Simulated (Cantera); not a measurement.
Input: 1 mol SiCl₄, 3.6 mol H₂, at 100 Torr.

Cantera equilibrium calculation (NASA polynomials, part measured and part estimated; ideal gas, pure solids and liquids). Candidate condensed phases: Si; 19 gas species. The tables' values for SiCl₃ are old estimates; treat these amounts as uncertain. Equilibrium is a limit: real reactors are often held back by kinetics, nucleation or transport.

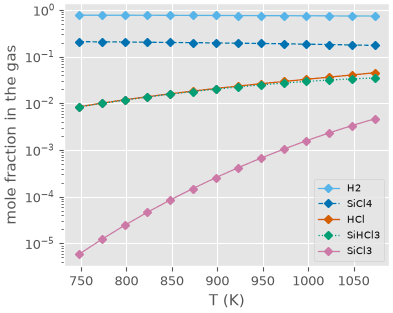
Figure: Equilibrium gas composition (values under 1e-9 drawn at 1e-9)

**Question.** Read off the mole fractions at 823 K.

**Answer.** H₂ about 0.77, SiCl₄ about 0.20, HCl about 0.014, SiHCl₃ about 0.014, SiCl₃ about 4.6e-5.
